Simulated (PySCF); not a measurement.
C3H8FPSi: excited-state calculation

The run: excited-state calculation of C3H8FPSi, SMILES C[Si@@]1(P)C[C@H]1F. Method and program: TDA BHandHLYP/def2-SVPD, vertical, gas phase, core orbitals frozen in the response (PySCF 2.14.0).

The geometry comes from this level: GFN2-xTB. It belongs to a series of runs on one base structure; here: BHandHLYP/def2-SVPD; 1 states, TDA; aux def2-universal-jkfit.

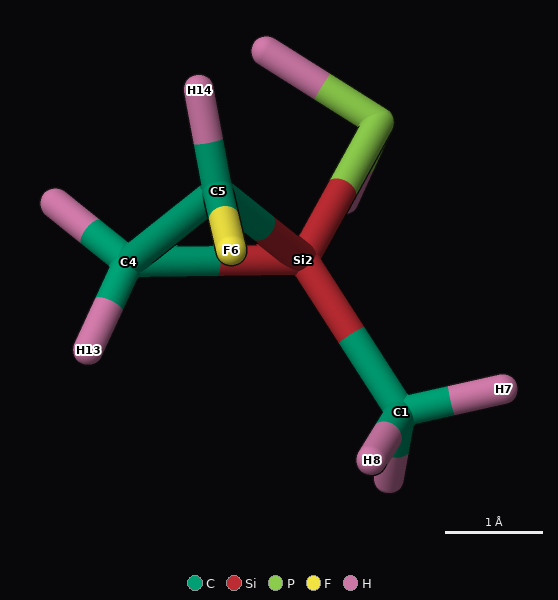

**Figure 1.** The structure (stick view, seen at a tilt; atoms are numbered from 1 in the order of the input). Bond lengths as drawn: C–C 1.53 Å, C–F 1.37 Å, C–H 1.08 to 1.09 Å, C–Si 1.90 to 1.91 Å, H–P 1.39 Å and P–Si 2.24 Å.

**The input**
```
{"job": {"kind": "uv", "xc": "BHandHLYP", "basis": "def2-SVPD", "nstates": 1, "ntriplets": 0, "tda": true, "scf": {"aux": "def2-universal-jkfit"}}, "charge": 0, "multiplicity": 1}
C     -1.432939    -1.387008    -0.066213
Si     0.103345    -0.296705     0.159689
P      1.865722    -1.281206     1.132816
C      0.258689     1.241820    -0.944473
C     -0.191580     1.557708     0.488296
F     -1.475149     2.038250     0.585140
H     -1.649545    -1.931977     0.847676
H     -2.294477    -0.775056    -0.309395
H     -1.291179    -2.111624    -0.862125
H      2.765730    -0.294071     0.766009
H      2.169179    -2.050866     0.022065
H      1.214775     1.657282    -1.232020
H     -0.496979     1.436364    -1.692949
H      0.453732     2.196617     1.083318
```

The first line tells a small driver script what to run in PySCF; the rest is the geometry in Å.

Run on 1 CPU thread, shared host.

Launch command:
```bash
OMP_NUM_THREADS=1 python <driver script> task.json out
```

**The program's output**
```
final grid: 112056 points
cycle   1  E = -849.2638836754  dE =  5.626e-01  |g| = 4.781e-01  |ddm| = 4.845e+00
cycle   2  E = -849.2769969346  dE = -1.311e-02  |g| = 4.786e-01  |ddm| = 1.012e+00
cycle   3  E = -849.3175480944  dE = -4.055e-02  |g| = 5.368e-02  |ddm| = 4.301e-01
cycle   4  E = -849.3180477355  dE = -4.996e-04  |g| = 2.442e-02  |ddm| = 9.116e-02
cycle   5  E = -849.3181952943  dE = -1.476e-04  |g| = 5.220e-03  |ddm| = 3.784e-02
cycle   6  E = -849.3182026386  dE = -7.344e-06  |g| = 1.231e-03  |ddm| = 9.467e-03
cycle   7  E = -849.3182031598  dE = -5.212e-07  |g| = 3.992e-04  |ddm| = 2.825e-03
cycle   8  E = -849.3182032162  dE = -5.649e-08  |g| = 1.171e-04  |ddm| = 8.339e-04
cycle   9  E = -849.3182032214  dE = -5.168e-09  |g| = 3.096e-05  |ddm| = 2.948e-04
cycle  10  E = -849.3182032219  dE = -4.420e-10  |g| = 8.314e-06  |ddm| = 8.643e-05
converged SCF energy = -849.3182032219

Static polarisability (au): isotropic 88.963, principal 72.943 87.907 106.038

Singlet excitations
state   eV       nm        f      main configurations
  1   6.1415    201.9   0.00093   H->L 0.53, H->L+2 0.19
```

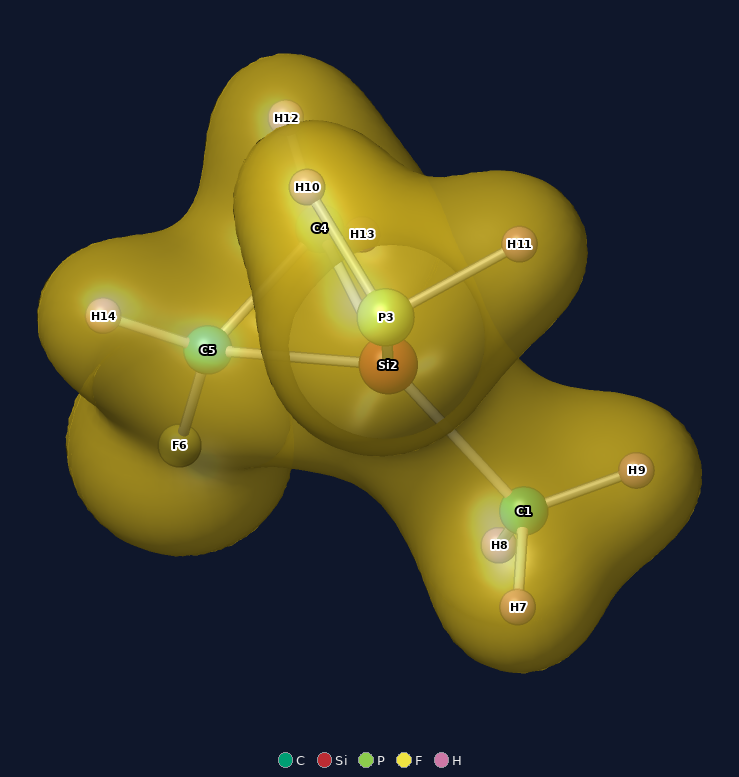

**Figure 2.** Isosurface of the total electron density at 0.2 e/Å³ (yellow), seen at an oblique angle. At this value the surface is in one piece. On the grid the lowest density along these lines, outside the cores, is 1.6 e/Å³ (C–F, 1.37 Å), 1.6 e/Å³ (C–C, 1.53 Å), 0.78 e/Å³ (C–Si, 1.90 Å) and 0.65 e/Å³ (Si–P, 2.24 Å).

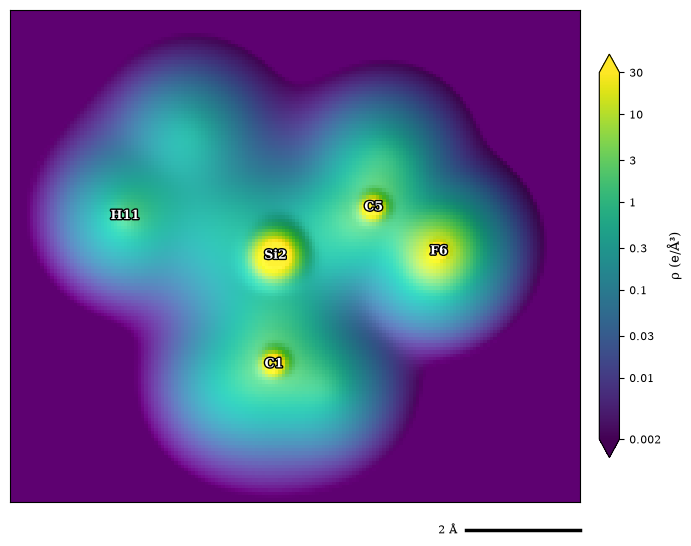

**Figure 3.** Electron density on the plane of atoms C1, Si2 and C5. The section cuts through C, Si, F and H sites. C–F (1.37 Å): ρ is about 2.1 e/Å³ halfway, with its minimum of 1.6 e/Å³ about 0.5 Å from C. C–Si (1.90 Å): ρ is about 0.93 e/Å³ halfway.

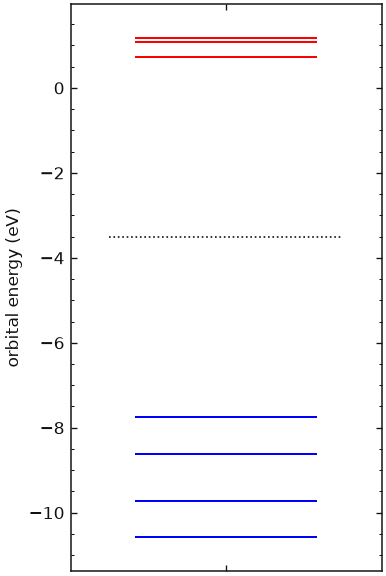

**Figure 4.** Orbital energies near the frontier; the dotted line parts filled from empty levels, and levels within 0.02 eV of each other stand side by side. Highest filled −7.75 eV, lowest empty 0.72 eV, 8.47 eV apart.

**Key numbers**

| quantity | value |
| --- | --- |
| outcome | converged |
| total energy | −849.318203 hartree |
| HOMO | −7.75 eV |
| LUMO | 0.72 eV |
| dipole moment | 2.24 D |
| mean polarisability | 88.96 a.u. |
| lowest excitation | 6.14 eV |
| wall time | 21 s |
| peak memory | 0.7 GiB |

**Remarks**

Settings chosen away from the usual ones: BHandHLYP/def2-SVPD; 1 states, TDA; aux def2-universal-jkfit.
